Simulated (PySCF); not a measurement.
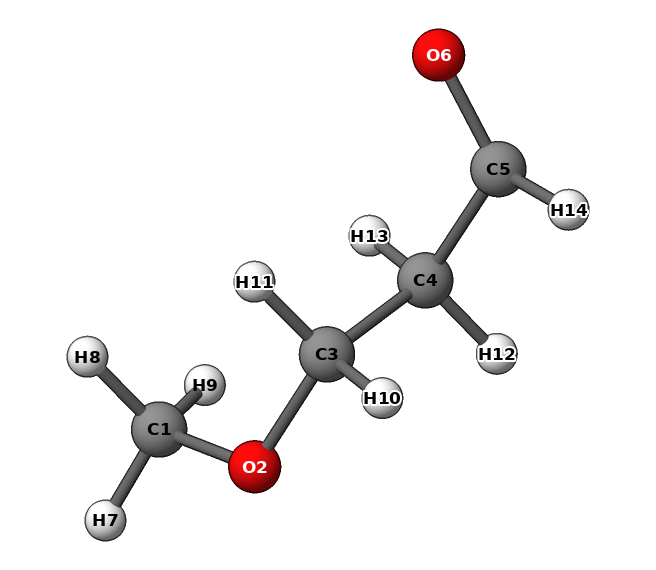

The questions are on Mulliken spin populations. Charge −1, doublet. The computed structure is the end point of a GFN2-xTB optimisation. No frequency run is at hand to confirm it as a minimum. Properties computed with UKS B3LYP, pcH-1 on C H O, non-relativistic (PySCF 2.14.0).

Question: Which atom carries the largest spin population?

Answer: C5 (0.61 e).

Question: Which atom has the lowest spin population?

Answer: H14 (−0.02 e); a negative value comes from spin polarisation.

Give the Mulliken spin populations atom by atom.

```tsv
atom	value (e)
C1	0.00
O2	0.01
C3	0.05
C4	−0.01
C5	0.61
O6	0.35
H7	0.00
H8	0.00
H9	0.00
H10	0.01
H11	−0.01
H12	0.00
H13	0.00
H14	−0.02
```

Mulliken values depend strongly on the basis set.
